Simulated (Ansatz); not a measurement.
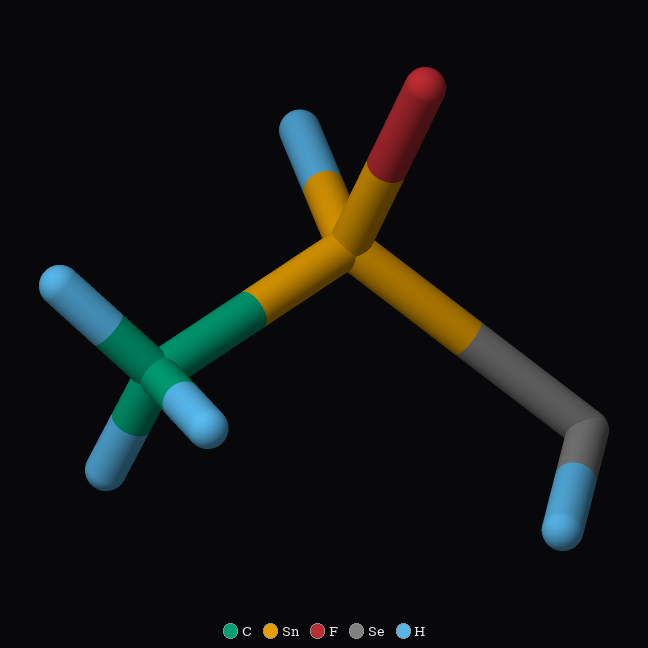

A stick model of a molecule.

Which formula does it have?

Answer. CH5FSeSn, 9 atoms: 1 carbon, 5 hydrogen, 1 fluorine, 1 selenium and 1 tin.

Count the bonded pairs by element.

Answer. 3 C–H, 1 C–Sn, 1 F–Sn, 1 Se–Sn, 1 Sn–H, 1 Se–H.

How many atoms are distinct by symmetry?

Answer. 9: 1 C, 1 Sn, 1 F, 1 Se, 1 H, 1 H, 1 H, 1 H, 1 H.

Which point group does it belong to?

Answer. C1.

What is its SMILES?

Answer. [CH3][Sn@@H]([F])[SeH]

More results for the same structure follow; atom numbers are the same in all pictures, views and colours differ. Computed geometry: PBE0-D4/def2-TZVP optimisation.

Levels of theory compared

Program: Ansatz 0.2.0.

Compare HOMO–LUMO gap (eV) at these levels: B97M-V/def2-TZVPP; BLYP-D4/def2-TZVPP; PBE0-D4/def2-QZVPP; PBE0-D4/def2-SVP; r2SCAN-D4/def2-TZVPP; r2SCAN0-D4/def2-TZVPP; r2SCANh-D4/def2-TZVPP; ωB97M-V/def2-QZVPP; ωB97M-V/def2-SVP; ωB97M-V/def2-TZVPP.

| level | HOMO–LUMO gap (eV) |
| --- | --- |
| B97M-V/def2-TZVPP | 5.05 |
| BLYP-D4/def2-TZVPP | 4.27 |
| PBE0-D4/def2-QZVPP | 6.42 |
| PBE0-D4/def2-SVP | 6.61 |
| r2SCAN-D4/def2-TZVPP | 4.94 |
| r2SCAN0-D4/def2-TZVPP | 6.81 |
| r2SCANh-D4/def2-TZVPP | 5.69 |
| ωB97M-V/def2-QZVPP | 10.29 |
| ωB97M-V/def2-SVP | 10.77 |
| ωB97M-V/def2-TZVPP | 10.49 |

Vibrations

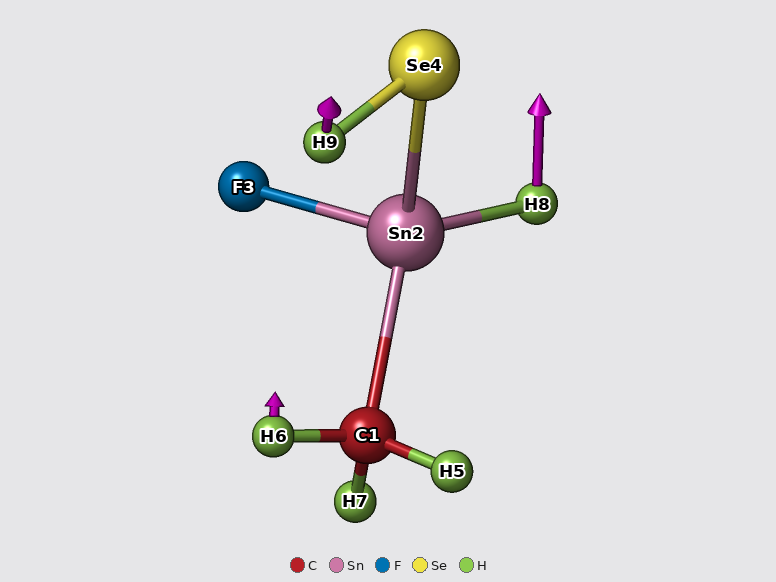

The arrows show one normal mode. Harmonic vibrations computed with RKS PBE0-D4/def2-TZVP, core potentials on Sn (Ansatz 0.2.0) at a stationary point of the same level.

Describe the motion.

Answer. Mostly angle bending.

Estimate its harmonic wavenumber.

Answer. 499 cm⁻¹; it is mode 7 of 21 counted from the lowest.

Charges

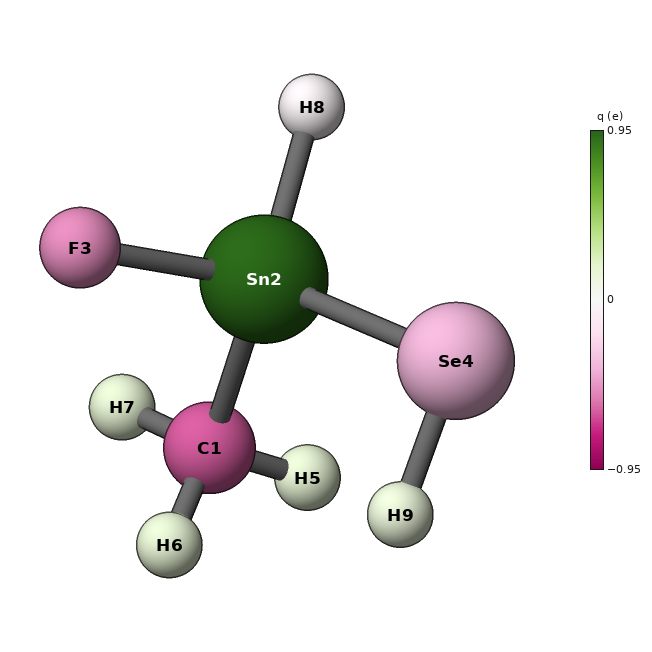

Atoms are coloured by their Mulliken charges. Properties computed with RKS PBE0-D4/def2-TZVP, core potentials on Sn (Ansatz 0.2.0).

Which atom carries the highest charge (most positive or least negative)?

Answer. Sn2 (0.92 e).

And the lowest?

Answer. C1 (−0.62 e).

List the Mulliken charges.

```csv
atom,value (e)
C1,−0.62
Sn2,0.92
F3,−0.50
Se4,−0.38
H5,0.16
H6,0.16
H7,0.16
H8,−0.04
H9,0.14
```

Mulliken values depend strongly on the basis set and can even reverse the polarity of a bond.
